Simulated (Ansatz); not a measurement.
# [CF3]+ (SMILES F[C+](F)F): PBE-QIDH/def2-SVPD

Aim: the vertical electron affinity of [CF3]+ at PBE-QIDH/def2-SVPD, from 2 runs. 

Program for the calculation: Ansatz 0.2.0.

2 further runs of the same task are left out: 2 set aside as unsound or not needed.

## Step 1: The molecule

[CF3]+ has 4 atoms, charge +1, and is taken as a singlet. SMILES: `F[C+](F)F`. The shape is that of a PBE0-D4/def2-TZVP optimisation.

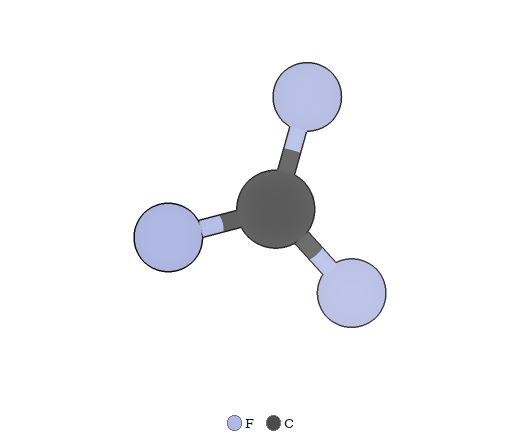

Viewed from a chosen angle; fluorine light blue, carbon dark grey.

## Step 2: A single-point energy at PBE-QIDH/def2-SVPD

run.yaml

```yaml
crystal:
  periodic: [false, false, false]
  atoms:
    - {symbol: F, position_ang: [0.698600, -0.114600, 1.005400]}
    - {symbol: C, position_ang: [0.000000, 0.000000, -0.000000]}
    - {symbol: F, position_ang: [-0.609500, -0.973400, -0.439400]}
    - {symbol: F, position_ang: [-0.089000, 1.088000, -0.566000]}
basis:
  gaussian:
    orbitals: def2-SVPD
total_charge: 1
hamiltonian:
  xc: {name: PBE-QIDH}
correlation:
  frozen_orbitals: {C: 1, F: 1}
accuracy: high
output: {orbitals: {seedname: orbitals}}
```

Command:

```sh
$ ansatz run run.yaml --threads 1 --pin off --max-ram 3480MiB --events-out events.jsonl --progress --plain --runs-dir runs
```

The log of the run:

```text
Warning: RAYON_NUM_THREADS=1 ignored (pool sized by the plan → 1); use --threads N
Functional definition: PBE-QIDH
  name "PBE-QIDH"
  parameter a = 3^(-1/3)
  parameter c = 1/3
  exchange = (1 - a)*pbe_x + a*exact_x
  correlation = (1 - c)*pbe_c + c*(mp2_os + mp2_ss)
1754 factors; integrals over basis functions are off by at most 2.5e-9 eV
mean field evaluation 1: about -9146.3963 eV, gradient 5.6e1 eV
mean field evaluation 2: about -9146.3996 eV, gradient 5.6e1 eV
mean field evaluation 4: about -9150.9563 eV, gradient 1.5e0 eV
mean field evaluation 8: about -9150.9622 eV, gradient 8.6e-3 eV
mean field evaluation 16: about -9150.9622 eV, gradient 2.2e-7 eV
mean field -9150.96223034 eV, -336.2916592201 hartree, gradient 5.4e-8 eV, S^2 0.000000; 0 other end points of the search recorded, 0 dependent functions left out
4 core orbitals not correlated: weight in the atoms' cores, before any rotation towards them, 1.000 or more for the frozen orbitals, at most 0.000 for the correlated occupied ones
reference -9150.96223143 eV, -336.2916592600 hartree; 12, 12 occupied and 73, 73 virtual orbitals, 1754 factors
second order -21.09683704 eV of doubles, -0.00000000 eV of singles
Total energy: -9157.99451044 eV, -336.5500907472 hartree
```

It took 5.7 s on 1 thread of Arm Neoverse V1, shared host; peak memory 0.24 GiB.

## Step 3: Doublet neutral CF3, same level

input.yaml

```yaml
basis:
  gaussian: {orbitals: def2-SVPD}
crystal:
  periodic: [false, false, false]
  atoms:
    - {symbol: F, position_ang: [0.698600, -0.114600, 1.005400]}
    - {symbol: C, position_ang: [0.000000, 0.000000, -0.000000]}
    - {symbol: F, position_ang: [-0.609500, -0.973400, -0.439400]}
    - {symbol: F, position_ang: [-0.089000, 1.088000, -0.566000]}
magnetization: {spin_polarized: true, initial_magnetization: 1}
hamiltonian: {xc: {name: PBE-QIDH}}
correlation: {frozen_orbitals: {C: 1, F: 1}}
accuracy: high
output: {orbitals: {seedname: orbitals}}
```

Command:

```sh
$ ansatz run input.yaml --threads 1 --pin off --max-ram 3480MiB --events-out events.jsonl --progress --plain --runs-dir runs
```

The log of the run:

```text
Warning: RAYON_NUM_THREADS=1 ignored (pool sized by the plan → 1); use --threads N
[... 6 set-up lines as earlier in the session ...]
1754 factors; integrals over basis functions are off by at most 2.5e-9 eV
mean field evaluation 1: about -9157.0231 eV, gradient 2.1e1 eV
mean field evaluation 2: about -9157.0265 eV, gradient 2.1e1 eV
mean field evaluation 4: about -9158.5081 eV, gradient 1.7e0 eV
mean field evaluation 8: about -9158.5337 eV, gradient 4.2e-2 eV
mean field evaluation 16: about -9158.5338 eV, gradient 3.7e-6 eV
mean field -9158.53376139 eV, -336.5699078539 hartree, gradient 7.8e-8 eV, S^2 0.756710; 0 other end points of the search recorded, 0 dependent functions left out
4 core orbitals not correlated: weight in the atoms' cores, before any rotation towards them, 1.000 or more for the frozen orbitals, at most 0.000 for the correlated occupied ones
reference -9158.53376236 eV, -336.5699078895 hartree; 13, 12 occupied and 72, 73 virtual orbitals, 1754 factors
second order -20.49482499 eV of doubles, -0.00000000 eV of singles
Total energy: -9165.36537069 eV, -336.8209648651 hartree
```

Run time: 8.1 s. Hardware: 1 thread of Arm Neoverse V1, shared host; peak memory 0.32 GiB.

## Step 4: Results

At PBE-QIDH/def2-SVPD, 4 core orbitals frozen:

| quantity | value |
| --- | --- |
| singlet [CF3]+: total energy | -336.55009 Eh |
| singlet [CF3]+: HOMO energy (SCF part's orbitals) | -25.87 eV |
| singlet [CF3]+: LUMO energy (SCF part's orbitals) | -8.05 eV |
| singlet [CF3]+: HOMO–LUMO gap (SCF part's orbitals) | 17.83 eV |
| doublet neutral CF3: total energy | -336.82096 Eh |
| doublet neutral CF3: HOMO energy (SCF part's orbitals) (highest over α and β) | -7.03 eV |
| doublet neutral CF3: LUMO energy (SCF part's orbitals) (lowest over α and β) | 1.37 eV |
| doublet neutral CF3: ⟨S²⟩ | 0.757 |
| vertical electron affinity (to the doublet neutral) | 7.371 eV |

In words: At fixed nuclei the extra electron is bound by 7.37 eV (711 kJ/mol).
